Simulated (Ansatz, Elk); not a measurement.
# InF (Cmcm): refractive index against wavelength

The refractive index of InF (Cmcm) along x below the direct gap (1.62 eV on the mesh) is read from one computed spectrum, n = √(Re ε). x, y and z are the Cartesian axes of the input cell.

Cell: a, b, c = 7.061, 7.061, 3.719 Å (primitive vectors), 4 atoms.

Method: Elk 11.2.3 (patched build), PBE, independent particles, k-mesh 9×9×9, Lorentzian half width 0.15 eV.

Launch of the response step: `OMP_NUM_THREADS=4 elk`. The run took 99 s, its band step included, on 4 threads of Arm Neoverse V2, on a shared host.

| wavelength (nm) | photon energy E (eV) | n |
| --- | --- | --- |
| 3000 | 0.413 | 2.3768 |
| 2000 | 0.620 | 2.3910 |
| 1550 | 0.800 | 2.4087 |
| 1310 | 0.946 | ? |
| 1064 | 1.165 | 2.4627 |

In the single-oscillator model n² − 1 = E₀E_d/(E₀² − E²), so 1/(n² − 1) = E₀/E_d − E²/(E₀E_d) is linear in E².

Working, on the rows shown:

| x = E² (eV²) | y = 1/(n² − 1) |
| --- | --- |
| 0.170801 | 0.215092 |
| 0.384302 | 0.212005 |
| 0.639837 | 0.208254 |
| 1.35784 | 0.197438 |

Means: x̄ = 0.6382, ȳ = 0.2082. Σ(x − x̄)(y − ȳ) = -0.01193, Σ(x − x̄)² = 0.8008. Slope = -0.01193 / 0.8008 = -0.0149; intercept = ȳ − slope · x̄ = 0.21771. Turned back into n, the line misses the rows shown by at most 0.00039.

Problem. Predict the last column of the withheld row from the fit.

Solution. At x = 0.89576 the line gives y = 0.20436, that is 2.4276. The run gave 2.4272, so the interpolation is off by 0.00042, 0.5 % of the range in the table.

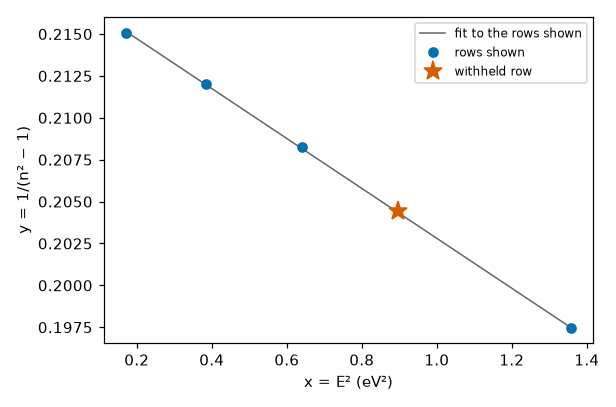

Refitted with all rows, the slope is -0.01488 and the intercept 0.21771. These give E₀ = √(intercept/−slope) = 3.83 eV and E_d = E₀/intercept = 17.6 eV; E₀ is 2.4 times the direct gap. The electronic limit at long wavelengths, without lattice vibrations, is n = √(1 + 1/intercept) = 2.365. The structure is a model and need not exist. Excitons are left out and so are local fields; PBE gaps are as a rule too small. The values come from a sum over the points of one k-mesh and carry its error, which grows as the direct gap shrinks. Spin-orbit coupling is left out.
